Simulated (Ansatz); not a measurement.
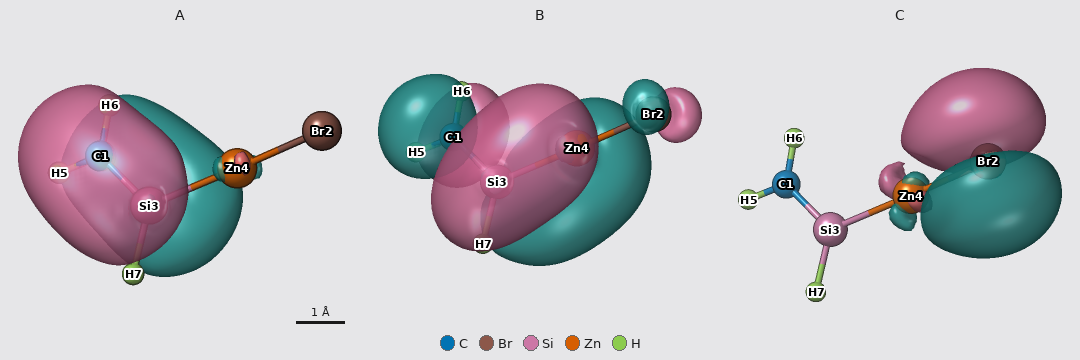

Figure 1: CH$_{3}$BrSiZn (SMILES C=[SiH][Zn][Br]). Three frontier orbitals at ±0.06 Å⁻³ᐟ² (teal and pink are the two phases), in no order.

Geometry: PBE0-D3(BJ)/def2-SVP.

Theory: isolated molecule in a Gaussian basis; Kohn-Sham density functional theory, functional PBE0 (Ansatz 0.2.0).

```yaml
atoms:
  - { symbol: C, position_ang: [1.1681, 1.9390, 1.6667] }
  - { symbol: Br, position_ang: [-4.1492, 3.8168, 1.1124] }
  - { symbol: Si, position_ang: [0.0875, 2.2471, 0.3636] }
  - { symbol: Zn, position_ang: [-2.0719, 3.0464, 0.7275] }
  - { symbol: H, position_ang: [2.1854, 1.5631, 1.5154] }
  - { symbol: H, position_ang: [0.8842, 2.1065, 2.7101] }
  - { symbol: H, position_ang: [0.5698, 1.9868, -1.0249] }
```

Question: Order the three orbitals by energy and name them.

Answer: C is the HOMO−1 (−8.41 eV). It lies mainly on Br2 (about 90 %) and Zn4 (about 10 %); it is symmetric in the molecular plane (an in-plane orbital: σ, lone-pair or in-plane π type); largely a lone pair of Br2. A is the HOMO (−6.84 eV). It lies mainly on C1 (about 45 %) and Si3 (about 40 %); it changes sign across the molecular plane (π type); π-bonding across C1–Si3. B is the LUMO (−2.20 eV). It lies mainly on Si3 (about 40 %), Zn4 (about 30 %) and C1 (about 20 %); it changes sign across the molecular plane (π type); π-bonding across Si3–Zn4; π-antibonding (a node) across C1–Si3.

Question: What is the HOMO–LUMO gap?

Answer: 4.64 eV between the orbital energies.
